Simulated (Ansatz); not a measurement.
# Cl$_{3}$FTi···H$_{2}$: what the fields show

```yaml
atoms:
  - { symbol: Ti, position_ang: [0.3696, 0.0000, -0.1651] }
  - { symbol: F, position_ang: [0.3771, 0.0000, 1.5531] }
  - { symbol: Cl, position_ang: [2.4101, 0.0000, -0.8667] }
  - { symbol: Cl, position_ang: [-0.6387, 1.7678, -0.8862] }
  - { symbol: Cl, position_ang: [-0.6387, -1.7678, -0.8862] }
  - { symbol: H, position_ang: [-2.8584, 0.0000, 1.3890] }
  - { symbol: H, position_ang: [-2.3161, 0.0000, 1.9233] }
```

Computed with RKS PBE0-D4/def2-SVP in Ansatz.

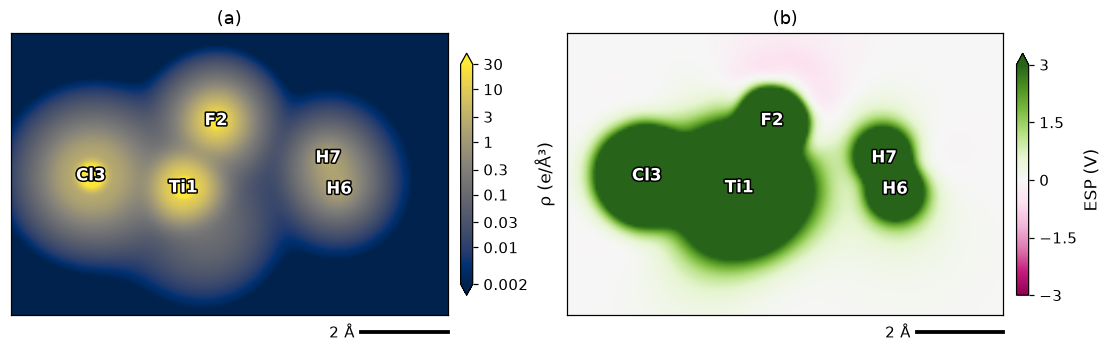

Figure 1. (a) total electron density; (b) electrostatic potential on the plane of atoms F2, Ti1 and Cl3.

Question: Read the bonding off the picture.

Answer:
- The section cuts through Ti, F, Cl and H sites.
- Ti1···H7 (3.40 Å): the density falls to about 0.02 e/Å³ on the way: a weak contact between the two molecules.
- Ti–F (1.72 Å): ρ at the midpoint is about 1.2 e/Å³.
- Ti–Cl (2.16 Å): ρ is about 0.7 e/Å³ halfway.
- H–H (0.76 Å): ρ at the midpoint is about 1.7 e/Å³.
- Outside the dense part of the complex the potential is most negative (−0.5 V) near F2.

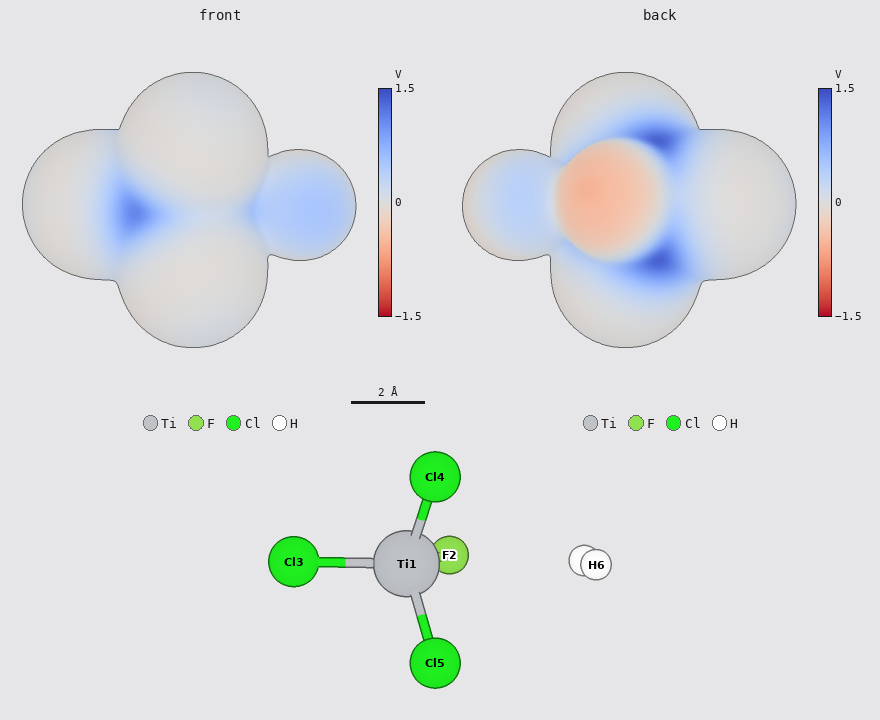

Figure 2. The electrostatic potential painted on the density surface at 0.001 e/bohr³, seen from the front and from behind; the colour scale runs from red (negative) to blue (positive). The bare structure is drawn below in the same view.

Question: Describe the electrostatic potential map.

Answer: The most negative region (about −0.5 V) lies over F2, the most positive (about +1.2 V) over Ti1.

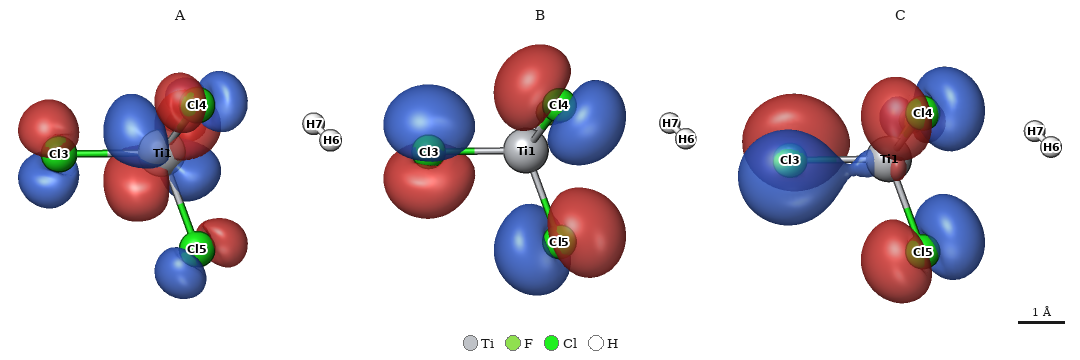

Figure 3. Three frontier orbitals at ±0.1 Å⁻³ᐟ² (red and blue are the two phases), in no order.

Question: Order the three orbitals by energy and name them.

Answer: C is the HOMO−1 (−9.87 eV). It lies mainly on Cl3 (about 50 %), Cl4 (about 20 %), Cl5 (about 20 %) and Ti1 (about 5 %); largely a combination of lone pairs on Cl3, Cl4 and Cl5. B is the HOMO (−9.55 eV). Its weight (Hirshfeld) is mainly on Cl3 (about 30 %), Cl4 (about 30 %) and Cl5 (about 30 %); largely a combination of lone pairs on Cl3, Cl4 and Cl5. A is the LUMO (−3.70 eV). By Hirshfeld shares it lies mainly on Ti1 (about 75 %), Cl3 (about 10 %), Cl4 (about 5 %) and Cl5 (about 5 %).

Question: What is the HOMO–LUMO gap?

Answer: 5.85 eV between the orbital energies.

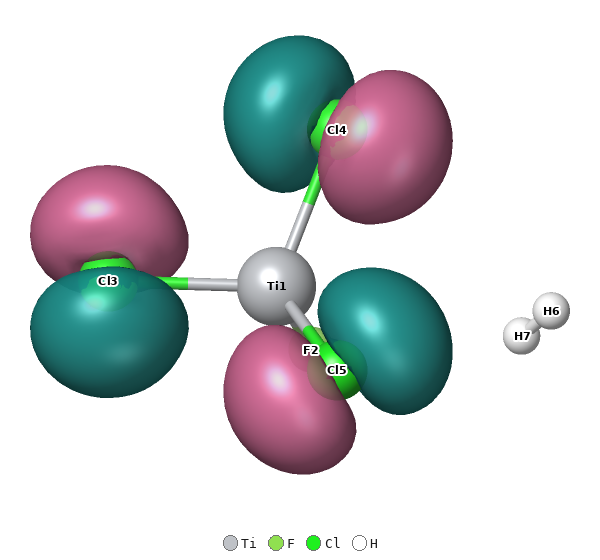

Figure 4. One frontier orbital at ±0.1 Å⁻³ᐟ² (teal and pink are the two phases), seen at a tilt.

Question: Which orbital is it: HOMO or LUMO?

Answer: The HOMO, at −9.55 eV. Its weight (Hirshfeld) is mainly on Cl3 (about 30 %), Cl4 (about 30 %) and Cl5 (about 30 %); largely a combination of lone pairs on Cl3, Cl4 and Cl5.
